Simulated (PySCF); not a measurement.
# GeH2Cl (SMILES [Cl][GeH2]): UBP86/aug-cc-pVDZ

What is the vertical ionisation energy of GeH2Cl at UBP86/aug-cc-pVDZ? Input form: a Python script.

The results are computed with PySCF 2.14.0.

### 1 The molecule

The species is GeH2Cl (4 atoms), meant as a doublet with charge 0. As SMILES, `[Cl][GeH2]`. The coordinates come from a PBE0-D4/def2-TZVP relaxation.

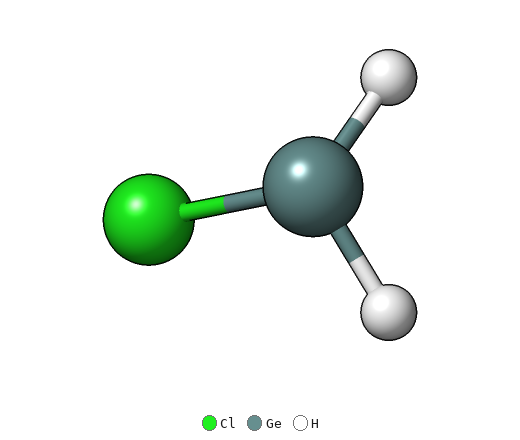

The structure, seen from a chosen angle (chlorine green, germanium teal, hydrogen white).

### 2 A single-point energy at UBP86/aug-cc-pVDZ

Input file input.py:

```python
from pyscf import gto, dft

mol = gto.Mole()
mol.atom = '''
Cl    -2.953453     0.576744     1.877443
Ge     0.201634    -0.852455    -0.267585
H      0.137383     0.490573    -2.861423
H      2.614247    -0.214862     1.251566
'''
mol.max_memory = 1860
mol.basis = 'aug-cc-pvdz'
mol.verbose = 3
mol.spin = 1
mol.unit = 'bohr'
mol.build()

ks = dft.UKS(mol)
ks.xc = 'bp86'
ks.grids.level = 2
ks.conv_tol = 1e-10
ks.kernel()
if not ks.converged:
    ks = ks.newton().run(ks.mo_coeff, ks.mo_occ)

etot = ks.e_tot
print('E = %.10f Eh' % etot)
```

On the command line:

```
$ OMP_NUM_THREADS=1 python input.py
```

Log:

```text
WARN: HOMO -0.187438240601022 >= LUMO -0.187438240601019

converged SCF energy = -2538.68313793292  <S^2> = 0.75129846  2S+1 = 2.001298
E = -2538.6831379329 Eh
```

It took 5.7 s on 1 thread of Arm Neoverse V1, shared host; peak memory 0.27 GiB.

### 3 The singlet cation

Input file input.py:

```python
from pyscf import gto, dft

mol = gto.Mole()
mol.atom = '''
Cl      -1.562900       0.305200       0.993500
Ge       0.106700      -0.451100      -0.141600
H        0.072700       0.259600      -1.514200
H        1.383400      -0.113700       0.662300
'''
mol.verbose = 3
mol.charge = 1
mol.max_memory = 1860
mol.basis = 'aug-cc-pvdz'
mol.build()

myscf = dft.RKS(mol)
myscf.xc = 'bp86'
myscf.conv_tol = 1e-10
myscf.grids.level = 2
myscf.kernel()
if not myscf.converged:
    myscf = myscf.newton().run(myscf.mo_coeff, myscf.mo_occ)

etot = myscf.e_tot
print('E = %.10f Eh' % etot)
```

On the command line:

```
$ OMP_NUM_THREADS=1 python input.py
```

Log:

```text
converged SCF energy = -2538.35599267799
E = -2538.3559926780 Eh
```

Wall time 3.9 s (1 thread of Arm Neoverse V1, shared host); peak memory 0.26 GiB.

### 4 Summary of results

At UBP86/aug-cc-pVDZ:

| quantity | value |
| --- | --- |
| doublet GeH2Cl: total energy | -2538.68314 Eh |
| doublet GeH2Cl: dipole moment | 1.65 D |
| doublet GeH2Cl: HOMO energy (highest over α and β) | -5.64 eV |
| doublet GeH2Cl: LUMO energy (lowest over α and β) | -4.41 eV |
| doublet GeH2Cl: ⟨S²⟩ | 0.751 |
| singlet cation: total energy | -2538.35599 Eh |
| singlet cation: HOMO energy | -14.00 eV |
| singlet cation: LUMO energy | -12.11 eV |
| singlet cation: HOMO–LUMO gap | 1.89 eV |
| vertical ionisation energy (to the singlet cation) | 8.902 eV |

**Reading.** The vertical ionisation energy comes to 8.90 eV (205 kcal/mol). Only the singlet of the ionised species was computed; a triplet could lie lower. Mulliken charges (doublet GeH2Cl) run from -0.32 on Cl1 to +0.19 on H4; in a basis this large or diffuse they mean little.
